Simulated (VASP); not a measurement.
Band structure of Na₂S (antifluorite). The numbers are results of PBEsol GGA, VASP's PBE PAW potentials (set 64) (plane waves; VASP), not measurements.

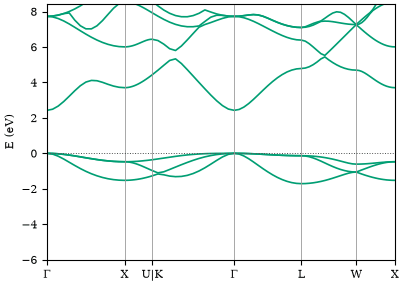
*Bands along high-symmetry lines, zero at the valence-band maximum or, without a gap, the Fermi level*

Problem. Read the plot: is there a gap, and where are the band edges?

Solution. The gap is direct, 2.43 eV, from the valence maximum at Γ to the conduction minimum at Γ. (Edges off the drawn lines would not show.)

The compound is Na2S in the antifluorite structure. It was relaxed first.
